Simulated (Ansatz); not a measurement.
# BLYP/STO-3G run of [HSO2]− (SMILES O=[SH][O-])

Aim: the vertical ionisation energy of [HSO2]− at BLYP/STO-3G, from 2 runs. 

Program for the calculation: Ansatz 0.2.0.

11 further runs of the same task are left out: 9 that didn't finish, 2 set aside as unsound or not needed.

## (1) The structure to begin with

The species is [HSO2]− (4 atoms), meant as a singlet with charge -1. As SMILES, `O=[SH][O-]`. The shape is that of a GFN2-xTB optimisation.

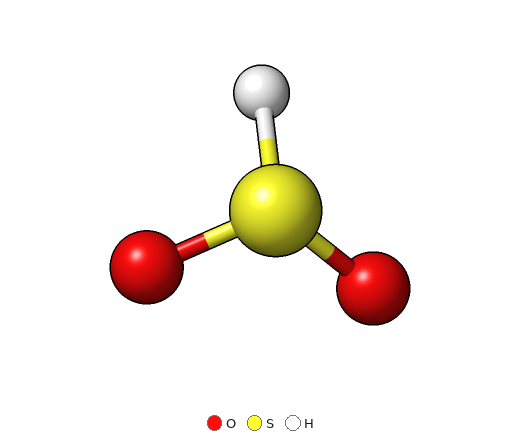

The structure, seen from a chosen angle (oxygen red, sulfur yellow, hydrogen white).

## (2) A single-point energy at BLYP/STO-3G

File in.yaml:

```yaml
crystal:
  periodic: [false, false, false]
  atoms:
    - {symbol: O, position_ang: [-1.198220, 0.078790, 0.730410]}
    - {symbol: S, position_ang: [-0.199070, -0.294820, -0.302710]}
    - {symbol: O, position_ang: [1.007500, -0.941190, 0.274450]}
    - {symbol: H, position_ang: [0.389790, 1.157220, -0.702150]}
basis:
  gaussian:
    orbitals: STO-3G
total_charge: -1
hamiltonian:
  xc: {name: BLYP}
accuracy: high
```

Started as:

```bash
$ ansatz run in.yaml --threads 1 --pin off --max-ram 2610MiB --events-out events.jsonl --progress --plain --runs-dir runs
```

Log:

```text
Warning: RAYON_NUM_THREADS=1 ignored (pool sized by the plan → 1); use --threads N
Functional definition: BLYP
  name "BLYP"
  parameter beta = 0.0042
  parameter a = 0.04918
  parameter b = 0.132
  parameter c = 0.2533
  parameter d = 0.349
  exchange = b88_x(beta = beta)
  correlation = lyp_c(a = a, b = b, c = c, d = d)
361 factors; integrals over basis functions are off by at most 3.3e-8 eV
mean field evaluation 1: about -14748.9910 eV, gradient 4.1e1 eV
mean field evaluation 2: about -14743.7051 eV, gradient 5.6e1 eV
mean field evaluation 4: about -14755.3180 eV, gradient 2.8e0 eV
mean field evaluation 8: about -14755.3562 eV, gradient 2.2e-1 eV
mean field evaluation 16: about -14755.3563 eV, gradient 4.1e-6 eV
mean field -14755.35632824 eV, -542.2493435230 hartree, gradient 4.3e-8 eV, S^2 0.000000; 0 other end points of the search recorded, 0 dependent functions left out
reference -14755.35635668 eV, -542.2493445683 hartree; 17, 17 occupied and 3, 3 virtual orbitals, 361 factors
Total energy: -14755.35635668 eV, -542.2493445683 hartree
```

Wall time 0.87 s (1 thread of Arm Neoverse V2, shared host).

## (3) Doublet neutral HSO2, same level

File run.yaml:

```yaml
crystal:
  periodic: [false, false, false]
  atoms:
    - symbol: O
      position_ang: [-1.198220, 0.078790, 0.730410]
    - symbol: S
      position_ang: [-0.199070, -0.294820, -0.302710]
    - symbol: O
      position_ang: [1.007500, -0.941190, 0.274450]
    - symbol: H
      position_ang: [0.389790, 1.157220, -0.702150]
basis:
  gaussian:
    orbitals: STO-3G
magnetization:
  spin_polarized: true
  initial_magnetization: 1
hamiltonian:
  xc: {name: BLYP}
accuracy: high
```

Started as:

```bash
$ ansatz run run.yaml --threads 1 --pin off --max-ram 2610MiB --events-out events.jsonl --progress --plain --runs-dir runs
```

Log (excerpt; [...] marks lines left out):

```text
Warning: RAYON_NUM_THREADS=1 ignored (pool sized by the plan → 1); use --threads N
[... 9 set-up lines as earlier in the session ...]
361 factors; integrals over basis functions are off by at most 3.3e-8 eV
mean field evaluation 1: about -14750.6238 eV, gradient 3.5e1 eV
mean field evaluation 2: about -14721.5564 eV, gradient 6.2e1 eV
mean field evaluation 4: about -14759.0116 eV, gradient 7.3e0 eV
mean field evaluation 8: about -14759.3456 eV, gradient 8.5e-2 eV
mean field evaluation 16: about -14759.3458 eV, gradient 7.5e-6 eV
mean field evaluation 32: about -14758.2639 eV, gradient 2.3e0 eV
mean field -14759.34579791 eV, -542.3959538293 hartree, gradient 3.2e-8 eV, S^2 0.758013; 2 other end points of the search recorded, 0 dependent functions left out
reference -14759.34582557 eV, -542.3959548456 hartree; 17, 16 occupied and 3, 4 virtual orbitals, 361 factors
Total energy: -14759.34582557 eV, -542.3959548456 hartree
```

It took 1.8 s on 1 thread of Arm Neoverse V2, shared host; peak memory 0.12 GiB.

## (4) Results

Level: BLYP/STO-3G.

```
                                           quantity          value
                      singlet [HSO2]−: total energy  -542.24934 Eh
                 doublet neutral HSO2: total energy  -542.39595 Eh
                         doublet neutral HSO2: ⟨S²⟩          0.758
vertical detachment energy (to the doublet neutral)      -3.989 eV
```

In words: The species is unbound against losing an electron at this level, by 3.99 eV (−92 kcal/mol); missing correlation or diffuse functions can give that sign where the real anion is bound. In a minimal basis such a difference can be off by several eV, whatever the method.
